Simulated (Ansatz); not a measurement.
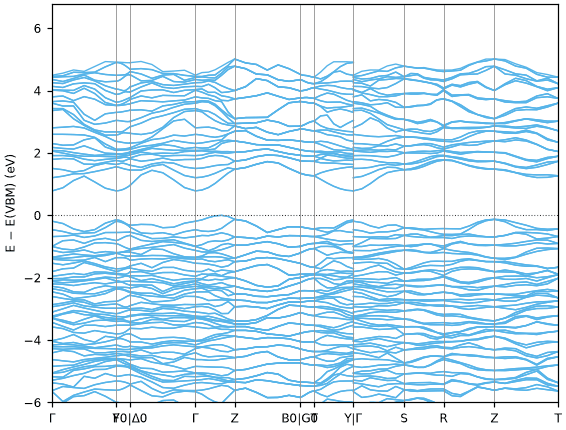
Band structure from PBEsol with spin–orbit coupling in the plane-wave PAW code Ansatz

Q: Read off the gap and where the band edges lie.

A: About 0.8 eV (0.78 eV by a search for the band edges); maximum on the Γ–Z line, 65 % of the way from Γ, minimum at Γ.

The material is Si₂Os in space group Cmce (No. 64; Si on 16g, Si on 16g, Os on 8f, Os on 8d).

The first step of the workflow began from a Materials Project structure, measured or hypothetical; the Crystallography Open Database copy checked does not list it. Its standing as an ambient phase is unchecked. The PBEsol relaxation kept the symmetry of its start; whether a distortion lowers the energy is not shown. The run is not spin-polarised.

Potentials: the later of the program's two PAW sets.
